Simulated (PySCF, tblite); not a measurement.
# C₇H₁₆AlP: geometry, infrared bands and NMR shifts

Wanted: the infrared bands and NMR shifts of C₇H₁₆AlP (`CC#C[P+]([AlH3-])(CC)CC`), by calculation.

The runs use tblite 0.8.0 and PySCF 2.14.0, with density-fitted response routines of our own; the level of theory stands in each step. All values are computed, except where a source is named. Atoms are numbered from 0 throughout.

**1. The starting structure**

25 atoms, charge 0, multiplicity 1; geometry from: force field or distance geometry start.

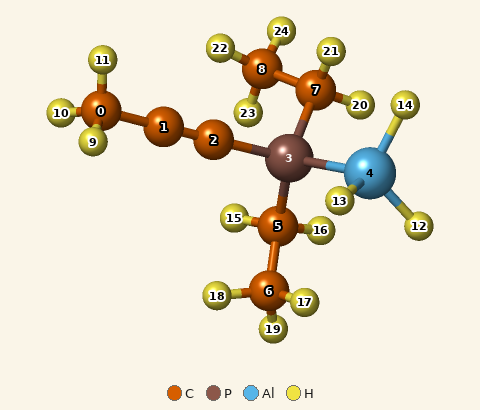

As it starts; carbon orange, phosphorus brown, aluminium blue, hydrogen yellow, atoms numbered.

**2. Optimising the geometry with GFN2-xTB**

The job: settings as JSON, then the geometry in Å.

```
{"job": {"kind": "relax", "xc": "GFN2-xTB", "basis": "xTB"}, "charge": 0, "multiplicity": 1}
C      3.634300    -1.498900     0.258300
C      2.289600    -0.873600     0.084600
C      1.214200    -0.371100    -0.050500
P     -0.369400     0.400800    -0.298800
Al    -0.631500     1.109500    -2.447100
C     -1.656300    -0.725600     0.253600
C     -1.890300    -1.905300    -0.643100
C     -0.531000     1.896600     0.755600
C     -0.174500     1.598300     2.183500
H      3.879100    -2.159600    -0.570900
H      3.673100    -2.005100     1.231500
H      4.428300    -0.715400     0.265600
H     -2.164500     0.972300    -2.825500
H      0.220000     0.172500    -3.444900
H     -0.110300     2.620900    -2.569100
H     -1.419500    -1.118800     1.278100
H     -2.619800    -0.172500     0.349300
H     -2.012000    -1.676600    -1.699400
H     -1.125400    -2.694000    -0.422600
H     -2.851500    -2.380700    -0.288800
H     -1.572300     2.299600     0.675900
H      0.135500     2.650100     0.293600
H      0.880100     1.326800     2.310400
H     -0.857800     0.776500     2.519400
H     -0.378900     2.497600     2.810500
```

Launch:

```
$ OMP_NUM_THREADS=1 python probes_run.py task.json out
```

The driver reads the jobs from task.json and runs them one after another.

The program printed:

```text
step      E/eV     max force
  0    -725.46373    3.355
  1    -725.69249    4.894
  2    -725.96326    1.368
  3    -726.09840    1.053
  4    -726.22098    0.471
  5    -726.25460    0.400
  6    -726.28038    0.301
  7    -726.29290    0.263
  8    -726.30720    0.241
  9    -726.31709    0.224
 10    -726.32442    0.181
 11    -726.32905    0.161
 12    -726.33295    0.126
 13    -726.33659    0.126
 14    -726.33921    0.118
 15    -726.34061    0.084
 16    -726.34149    0.072
 17    -726.34249    0.069
 18    -726.34397    0.116
 19    -726.34593    0.129
 20    -726.34794    0.100
 21    -726.34956    0.115
 22    -726.35100    0.123
 23    -726.35269    0.118
 24    -726.35467    0.114
 25    -726.35673    0.110
 26    -726.35876    0.092
 27    -726.36081    0.094
 28    -726.36289    0.101
 29    -726.36465    0.074
 30    -726.36584    0.067
 31    -726.36686    0.079
 32    -726.36798    0.101
 33    -726.36920    0.113
 34    -726.37053    0.101
 35    -726.37189    0.076
 36    -726.37319    0.079
 37    -726.37437    0.076
 38    -726.37541    0.070
 39    -726.37634    0.078
 40    -726.37729    0.078
 41    -726.37837    0.068
 42    -726.37962    0.087
 43    -726.38101    0.096
 44    -726.38236    0.098
 45    -726.38338    0.064
 46    -726.38399    0.068
 47    -726.38450    0.078
 48    -726.38500    0.070
 49    -726.38573    0.039
 50    -726.38596    0.037
 51    -726.38632    0.042
 52    -726.38661    0.050
 53    -726.38705    0.055
 54    -726.38745    0.040
 55    -726.38785    0.046
 56    -726.38828    0.044
 57    -726.38886    0.062
 58    -726.38954    0.062
 59    -726.39020    0.054
 60    -726.39075    0.058
 61    -726.39129    0.051
 62    -726.39195    0.063
 63    -726.39269    0.061
 64    -726.39333    0.052
 65    -726.39379    0.048
 66    -726.39410    0.043
 67    -726.39436    0.038
 68    -726.39466    0.044
 69    -726.39505    0.056
 70    -726.39561    0.078
 71    -726.39639    0.083
 72    -726.39707    0.066
 73    -726.39777    0.060
 74    -726.39863    0.065
 75    -726.39962    0.079
 76    -726.40049    0.064
 77    -726.40102    0.041
 78    -726.40134    0.040
 79    -726.40167    0.048
 80    -726.40209    0.056
 81    -726.40252    0.055
 82    -726.40287    0.050
 83    -726.40314    0.029
 84    -726.40338    0.035
 85    -726.40364    0.034
 86    -726.40397    0.048
 87    -726.40437    0.049
 88    -726.40484    0.050
 89    -726.40535    0.053
 90    -726.40591    0.052
 91    -726.40650    0.068
 92    -726.40704    0.059
 93    -726.40745    0.042
 94    -726.40773    0.030
 95    -726.40797    0.033
 96    -726.40820    0.041
 97    -726.40841    0.038
 98    -726.40855    0.022
 99    -726.40865    0.021
100    -726.40874    0.024
101    -726.40882    0.026
102    -726.40890    0.020
103    -726.40897    0.016
104    -726.40903    0.024
105    -726.40907    0.065
106    -726.40914    0.023
107    -726.40920    0.030
108    -726.40927    0.019
109    -726.40930    0.011
110    -726.40934    0.016
111    -726.40936    0.015
112    -726.40939    0.012
113    -726.40940    0.009
```

It took 1.3 s on 1 thread of Arm Neoverse V1, shared host; peak memory 0.18 GiB.

Along the way: (not every step is listed)

| step | energy from step 0 (eV) | largest force (eV/Å) |
| --- | --- | --- |
| 0 | 0.0000 | 3.3555 |
| 1 | -0.2288 | 4.8938 |
| 2 | -0.4995 | 1.3685 |
| 3 | -0.6347 | 1.0533 |
| 4 | -0.7572 | 0.4707 |
| 5 | -0.7909 | 0.3996 |
| 6 | -0.8166 | 0.3007 |
| 7 | -0.8292 | 0.2632 |
| 8 | -0.8435 | 0.2409 |
| 18 | -0.8802 | 0.1164 |
| 28 | -0.8992 | 0.1008 |
| 38 | -0.9117 | 0.0702 |
| 48 | -0.9213 | 0.0701 |
| 58 | -0.9258 | 0.0621 |
| 68 | -0.9309 | 0.0435 |
| 78 | -0.9376 | 0.0403 |
| 88 | -0.9411 | 0.0503 |
| 98 | -0.9448 | 0.0224 |
| 108 | -0.9455 | 0.0190 |
| 109 | -0.9456 | 0.0108 |
| 110 | -0.9456 | 0.0160 |
| 111 | -0.9456 | 0.0154 |
| 112 | -0.9457 | 0.0124 |
| 113 | -0.9457 | 0.0088 |

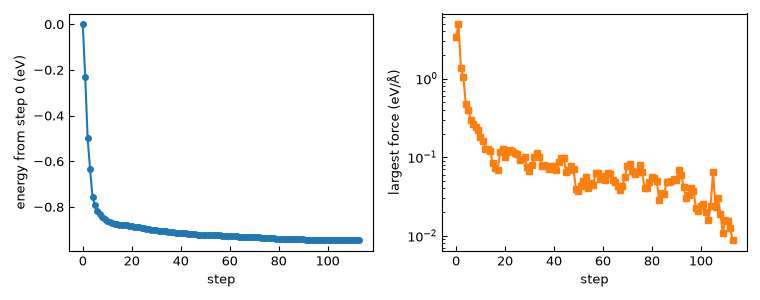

Energy and force, step by step.

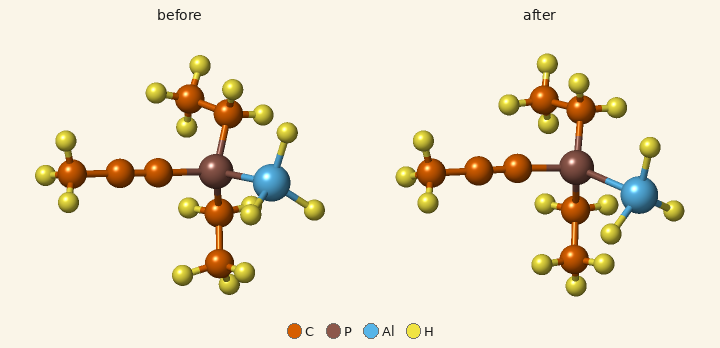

The geometry before (left) and after (right).

Distances of close pairs at the start and the end, largest changes first:

| bond | before (Å) | after (Å) | change (Å) |
| --- | --- | --- | --- |
| P3–Al4 | 2.277 | 2.484 | +0.206 |
| C0–C1 | 1.493 | 1.443 | -0.051 |
| P3–C5 | 1.797 | 1.843 | +0.046 |
| C6–H19 | 1.129 | 1.089 | -0.041 |
| Al4–H13 | 1.612 | 1.573 | -0.039 |
| Al4–H14 | 1.603 | 1.570 | -0.034 |
| C8–H23 | 1.120 | 1.087 | -0.033 |
| C6–H18 | 1.121 | 1.089 | -0.032 |

The end geometry stands in the next job.

**3. Infrared spectrum with GFN2-xTB**

The job: settings as JSON, then the geometry in Å.

```
{"job": {"kind": "ir", "xc": "GFN2-xTB", "basis": "xTB"}, "charge": 0, "multiplicity": 1}
C      3.486361    -1.467213     0.378174
C      2.227062    -0.800588     0.152580
C      1.166329    -0.242878     0.015569
P     -0.336364     0.560134    -0.398136
Al    -0.936164     0.967430    -2.773755
C     -1.570615    -0.656120     0.229755
C     -1.651903    -1.807647    -0.764272
C     -0.390863     1.937298     0.835284
C     -0.198679     1.519826     2.287347
H      3.681563    -2.166047    -0.434520
H      3.462835    -2.014795     1.320176
H      4.290125    -0.732601     0.413897
H     -2.495255     0.934458    -2.524793
H     -0.259774    -0.298657    -3.416433
H     -0.250955     2.366792    -2.965254
H     -1.291936    -1.013464     1.224723
H     -2.532933    -0.139446     0.290327
H     -1.886055    -1.417198    -1.757620
H     -0.696943    -2.328319    -0.818760
H     -2.421900    -2.520252    -0.473855
H     -1.351686     2.442227     0.696239
H      0.393090     2.639904     0.535989
H      0.722140     0.950843     2.400120
H     -1.028808     0.909183     2.633304
H     -0.139608     2.401275     2.923048
```

The program printed:

```text
mode    cm-1     km/mol
  1     -31.4      0.06
  2      -2.4      1.25
  3      51.6      0.14
  4      55.1      0.16
  5      68.3      0.67
  6      90.3      0.36
  7     109.7      0.64
  8     151.7      0.30
  9     167.3      0.15
 10     209.1      2.17
 11     219.2      5.02
 12     231.4      0.30
 13     247.7      0.64
 14     261.8      1.14
 15     284.5      0.90
 16     305.3      0.46
 17     340.3      5.09
 18     380.8      1.64
 19     400.2      5.70
 20     415.9     15.48
 21     579.6     21.56
 22     678.7     18.63
 23     709.2     11.48
 24     726.6    865.35
 25     754.6     73.92
 26     755.8    272.97
 27     761.4    368.52
 28     773.8     51.53
 29     977.8      7.05
 30     988.3      3.55
 31    1007.6      1.06
 32    1012.8      9.49
 33    1013.5      4.46
 34    1017.3      7.59
 35    1064.1      6.13
 36    1075.5     14.90
 37    1108.2      1.51
 38    1212.8      0.62
 39    1217.7      2.35
 40    1241.0      4.44
 41    1260.3      1.24
 42    1381.7      4.09
 43    1400.7      6.42
 44    1405.1      2.92
 45    1428.6      0.52
 46    1435.9      1.67
 47    1442.6      7.68
 48    1443.3      8.08
 49    1471.8      4.57
 50    1484.5      3.19
 51    1494.2      4.04
 52    1499.8      3.38
 53    1626.0    269.29
 54    1653.3    254.31
 55    1672.2    366.94
 56    2313.9    145.42
 57    2934.6      7.98
 58    2939.6     13.65
 59    2943.6     12.62
 60    2948.1     18.81
 61    2972.9     22.93
 62    3004.2     17.37
 63    3009.3     11.46
 64    3014.4     16.77
 65    3018.9     32.08
 66    3023.3     16.04
 67    3024.4     40.39
 68    3031.6     18.37
 69    3043.5     21.75
```

Run time: 1.4 s. Hardware: 1 thread of Arm Neoverse V1, shared host; peak memory 0.18 GiB.

Which atoms move in the most intense modes:

| cm⁻¹ | km/mol | atoms |
| --- | --- | --- |
| 727 | 865.4 | H12 35 %, H13 30 %, H14 22 % |
| 755 | 73.9 | H14 25 %, H13 23 % |
| 756 | 273.0 | H12 38 %, H14 32 % |
| 761 | 368.5 | H13 39 %, H12 22 % |
| 1626 | 269.3 | H12 96 % |
| 1653 | 254.3 | H13 93 % |
| 1672 | 366.9 | H14 93 % |
| 2314 | 145.4 | C1 53 %, C2 45 % |

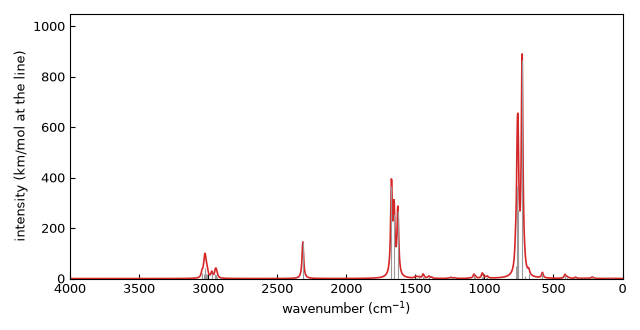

The infrared spectrum from these modes, unscaled. Lines are broadened to a width of 14 cm⁻¹ (Lorentzian).

**4. Shielding tensors: PBE0/pcSseg-1**

Same as in step 3 but for these lines:

```diff
@@ -1,2 +1,2 @@
-{"job": {"kind": "ir", "xc": "GFN2-xTB", "basis": "xTB"}, "charge": 0, "multiplicity": 1}
+{"job": {"kind": "nmr", "xc": "PBE0", "basis": "pcSseg-1"}, "charge": 0, "multiplicity": 1}
 C      3.486361    -1.467213     0.378174
```

With the program's defaults for keys left out, this is: GIAO PBE0/pcSseg-1 NMR shielding, non-relativistic, gas phase.

The program printed:

```text
coarse grid: 20776 points
cycle   1  E = -859.3285614414  dE =  6.777e-01  |g| = 4.937e-01  |ddm| = 4.645e+00
cycle   2  E = -859.3315050560  dE = -2.944e-03  |g| = 4.973e-01  |ddm| = 1.002e+00
cycle   3  E = -859.3918289123  dE = -6.032e-02  |g| = 9.443e-02  |ddm| = 5.064e-01
cycle   4  E = -859.3930955300  dE = -1.267e-03  |g| = 6.487e-02  |ddm| = 1.313e-01
cycle   5  E = -859.3941276760  dE = -1.032e-03  |g| = 1.053e-02  |ddm| = 5.758e-02
cycle   6  E = -859.3941573120  dE = -2.964e-05  |g| = 2.604e-03  |ddm| = 1.582e-02
cycle   7  E = -859.3941588855  dE = -1.573e-06  |g| = 6.571e-04  |ddm| = 3.257e-03
final grid: 188224 points
cycle   8  E = -859.4489460021  dE = -4.522e-05  |g| = 9.258e-03  |ddm| = 4.900e-02
cycle   9  E = -859.4489398115  dE =  6.191e-06  |g| = 1.054e-02  |ddm| = 1.661e-02
cycle  10  E = -859.4489677985  dE = -2.799e-05  |g| = 6.352e-04  |ddm| = 9.173e-03
cycle  11  E = -859.4489679014  dE = -1.029e-07  |g| = 1.902e-04  |ddm| = 1.114e-03
cycle  12  E = -859.4489679093  dE = -7.817e-09  |g| = 8.511e-05  |ddm| = 3.029e-04
cycle  13  E = -859.4489679106  dE = -1.370e-09  |g| = 4.191e-05  |ddm| = 1.014e-04
cycle  14  E = -859.4489679111  dE = -4.372e-10  |g| = 7.360e-06  |ddm| = 4.077e-05
converged SCF energy = -859.4489679111

GIAO shielding tensors (ppm)
atom      isotropic    diamagn.    paramagn.     s11        s22        s33       span
  0 C      180.887     255.179     -74.292    171.951    172.495    198.214     26.264
  1 C       70.206     274.709    -204.503    -23.851    -14.694    249.164    273.015
  2 C      110.545     272.735    -162.190     24.449     31.406    275.780    251.331
  3 P      358.223     971.772    -613.549    340.792    341.978    391.898     51.106
  4 Al     448.352     795.909    -347.557    435.189    452.723    457.143     21.954
  5 C      163.076     256.665     -93.589    151.385    163.109    174.733     23.348
  6 C      174.318     249.400     -75.082    167.334    172.557    183.062     15.728
  7 C      163.540     255.177     -91.637    158.058    159.360    173.201     15.143
  8 C      176.488     248.683     -72.195    168.327    174.501    186.635     18.309
  9 H       29.449      28.966       0.483     24.119     27.856     36.372     12.253
 10 H       29.522      30.154      -0.632     24.202     28.007     36.357     12.155
 11 H       29.508      28.404       1.104     24.291     27.707     36.526     12.235
 12 H       27.917      30.086      -2.170     24.567     27.354     31.829      7.263
 13 H       27.722      29.830      -2.108     24.585     27.244     31.338      6.752
 14 H       27.935      29.553      -1.619     24.516     26.728     32.559      8.043
 15 H       29.669      34.866      -5.198     24.549     29.932     34.525      9.976
 16 H       30.377      33.904      -3.527     25.531     28.931     36.669     11.138
 17 H       29.594      31.022      -1.428     23.515     29.892     35.376     11.861
 18 H       30.477      32.543      -2.065     25.468     30.367     35.597     10.129
 19 H       30.295      28.960       1.335     25.193     27.019     38.674     13.481
 20 H       30.102      32.662      -2.560     24.957     28.820     36.529     11.571
 21 H       29.834      32.640      -2.806     24.542     28.555     36.405     11.863
 22 H       30.134      32.185      -2.050     24.481     30.741     35.181     10.700
 23 H       30.589      31.630      -1.041     25.323     30.235     36.210     10.886
 24 H       30.322      28.259       2.062     25.062     27.154     38.749     13.687
```

Wall time 61 s (1 thread of Arm Neoverse V1, shared host); peak memory 1.2 GiB.

Shifts follow as δ = σ(reference) − σ, with reference shieldings (ppm) from runs at the same level and on the same kind of geometry: 1H TMS 31.72, 13C TMS 186.9, 31P H3PO4 318.4, 27Al AlH4- 490.0. The references are single molecules in the gas phase, so shifts against H2O, NH3, PH3, H3PO4 or CFCl3 are not on the usual liquid scales and can be off by tens of ppm. Shifts against hydride references such as AlH4− lie on their own scale. Atoms listed in one row are averaged.

| atoms | environment | σ (ppm) | δ (ppm) |
| --- | --- | --- | --- |
| C1 | alkyne carbon | 70.2 | 116.7 |
| C2 | alkyne carbon | 110.5 | 76.4 |
| C5, C7 | sp3 CH2 bonded to P | 163.3 | 23.6 |
| C6, C8 | methyl carbon | 175.4 | 11.5 |
| C0 | propargylic methyl carbon | 180.9 | 6.0 |
| H12, H13, H14 | hydrogen on an aluminium bonded to P | 27.86 | 3.86 |
| H9, H10, H11 | hydrogen on a propargylic methyl carbon | 29.49 | 2.22 |
| H15, H20 | hydrogen on an sp3 CH2 bonded to P | 29.89 | 1.83 |
| H16, H21 | hydrogen on an sp3 CH2 bonded to P | 30.11 | 1.61 |
| H17, H18, H19, H22, H23, H24 | hydrogen on a methyl carbon | 30.24 | 1.48 |
| P3 | phosphorus bonded to 3 C, Al | 358.2 | -39.8 |
| Al4 | aluminium bonded to P, 3 H | 448.4 | 41.6 |

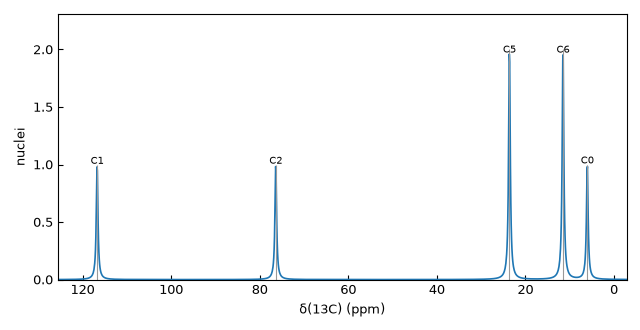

13C lines at the computed shifts, without couplings. Lines are broadened to a width of 0.44 ppm (Lorentzian).

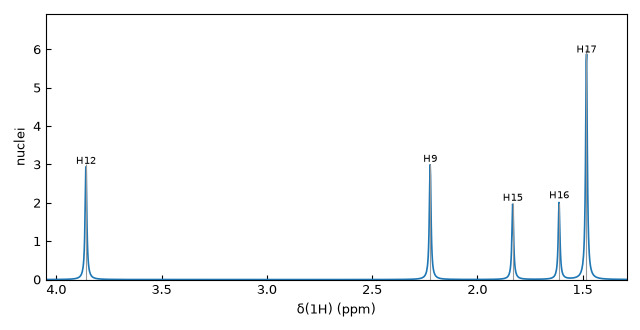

1H lines at the computed shifts, without couplings. Lines are broadened to a width of 0.01 ppm (Lorentzian).

Charges from the same density, by scheme (e):

| atoms | Mulliken | IAO | Hirshfeld | ESP fit |
| --- | --- | --- | --- | --- |
| C0 | -0.18 | -0.44 | -0.09 | -0.54 |
| C1 | -0.33 | 0.02 | 0.00 | 0.24 |
| C2 | -0.14 | -0.34 | -0.12 | -0.33 |
| P3 | 0.24 | 0.78 | 0.32 | 0.13 |
| Al4 | 0.62 | 0.26 | 0.24 | 0.65 |
| C5, C7 | -0.42 | -0.43 | -0.10 | -0.07 |
| C6, C8 | -0.27 | -0.41 | -0.11 | -0.23 |

Hirshfeld charges:

C0 -0.09; C1 0.00; C2 -0.12; P3 0.32; Al4 0.24; C5 -0.10; C6 -0.11; C7 -0.09; C8 -0.12; H9 0.07; H10 0.07; H11 0.07; H12 -0.19; H13 -0.19; H14 -0.20; H15 0.04; H16 0.05; H17 0.04; H18 0.04; H19 0.05; H20 0.05; H21 0.05; H22 0.04; H23 0.04; H24 0.05

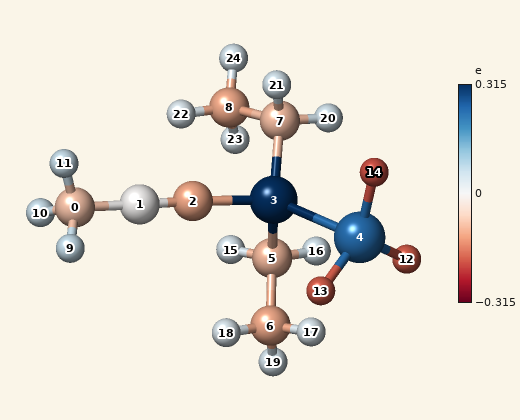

Hirshfeld charges, as colours on the atoms.

Mayer bond orders: C0–C1 1.22, C1–C2 2.67, C2–P3 0.86, P3–Al4 0.36, P3–C5 0.99, C5–C6 1.04, P3–C7 0.98, C7–C8 1.03.

**5. Results**

| quantity | value |
| --- | --- |
| strongest single infrared mode (GFN2-xTB) | 727 cm⁻¹, 865 km/mol |
| zero-point energy (GFN2-xTB) | 122.9 kcal/mol |
| 13C shifts against TMS (PBE0/pcSseg-1, means over atoms taken as alike) | 116.7, 76.4, 23.6, 11.5, 6.0 ppm |
| 1H shifts against TMS (PBE0/pcSseg-1, means over atoms taken as alike) | 3.86, 2.22, 1.83, 1.61, 1.48 ppm |
| 31P shifts against H3PO4 (PBE0/pcSseg-1) | -39.8 ppm |
| 27Al shifts against AlH4- (PBE0/pcSseg-1) | 41.6 ppm |

Over 113 steps the energy fell by 0.946 eV; of the close pairs, P3–Al4 changed most, 2.277 to 2.484 Å. The lowest mode is imaginary (31i cm⁻¹), so the xTB geometry is not a minimum. The strongest single mode, at 727 cm⁻¹, is spread over several atoms, H12, H13, H14 among them. Unscaled tight-binding wavenumbers are off by several per cent, some by more. Its intensities can rank the bands wrongly. At PBE0/pcSseg-1: Shielding is most anisotropic at C1 (span 273 ppm, paramagnetic term -205 ppm).
